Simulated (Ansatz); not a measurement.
# CH3AlClN: the cost of one run

The runs use Ansatz 0.2.0, Gaussian basis; unrestricted cation, the program's frozen cores in correlated methods.

The runs, in order: UKS PBE-D4/def2-TZVPP; UKS r2SCAN-D4/def2-TZVPP; UKS PBE0-D4/def2-TZVPP; UKS B3LYP-D4/def2-TZVPP; UKS wB97X-V/def2-TZVPP; UKS wB97M-V/def2-TZVPP; UKS B2PLYP/def2-TZVPP; UHF-CCSD(T)/def2-TZVPP; UHF-MP2/def2-QZVPP; extrapolation to the limit; then −ε(HOMO) from the neutral's earlier runs with LDA (SPW92), PBE-D4, revPBE-D4, BLYP-D4, r2SCAN-D4, B97M-V, PBE0-D4, B3LYP-D4, r2SCANh-D4, r2SCAN0-D4, HSE06-D4, BHLYP-D4, CAM-B3LYP-D4, LC-ωPBE, ωB97X-V, ωB97M-V.

## Step 1: The geometry

An earlier PBE0-D4 in a triple-zeta def2 set relaxation fixed the geometry.

SMILES `[Cl][Al]1[CH2][NH]1`, 7 atoms, charge 0, spin multiplicity 1.

Atoms are counted from 1 here; the program's logs count them from 0.

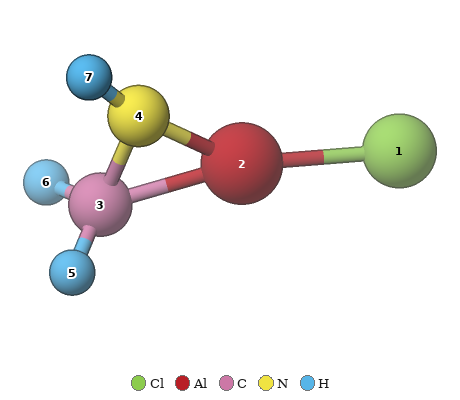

The geometry (chlorine green, aluminium red, carbon pink, nitrogen yellow, hydrogen blue); atoms are numbered from 1 in the order of the file.

As a file:

```xyz
7
CH3AlClN
Cl   -1.46008   -2.79625    0.64227
Al   -0.51101   -0.99238    0.26405
C     0.35220    0.69477    0.42901
N     0.09222    0.06782   -0.93387
H     1.40497    0.79778    0.70109
H    -0.19129    1.62128    0.62682
H     0.37419    0.53897   -1.77508
```

## Step 2: Cation, UKS PBE-D4/def2-TZVPP

The input, in.yaml:

```yaml
crystal:
  periodic: [false, false, false]
  atoms:
    - {symbol: Cl, position_ang: [-1.460075, -2.796248, 0.642267]}
    - {symbol: Al, position_ang: [-0.511009, -0.992382, 0.264055]}
    - {symbol: C, position_ang: [0.352203, 0.694769, 0.429011]}
    - {symbol: N, position_ang: [0.092218, 0.067820, -0.933869]}
    - {symbol: H, position_ang: [1.404966, 0.797784, 0.701094]}
    - {symbol: H, position_ang: [-0.191291, 1.621282, 0.626825]}
    - {symbol: H, position_ang: [0.374188, 0.538975, -1.775084]}
basis:
  gaussian: {orbitals: def2-TZVPP}
total_charge: 1
magnetization: {spin_polarized: true, initial_magnetization: 1}
hamiltonian: {xc: pbe, dispersion: d4}
```

Launch:

```sh
ansatz run in.yaml --threads 2 --pin off --events-out ev --progress --plain --max-ram 4352MiB
```

Q: Estimate wall time and peak memory on 2 threads of AMD EPYC 9R45, shared host.

About 4.8 s, with a peak of 0.48 GiB.
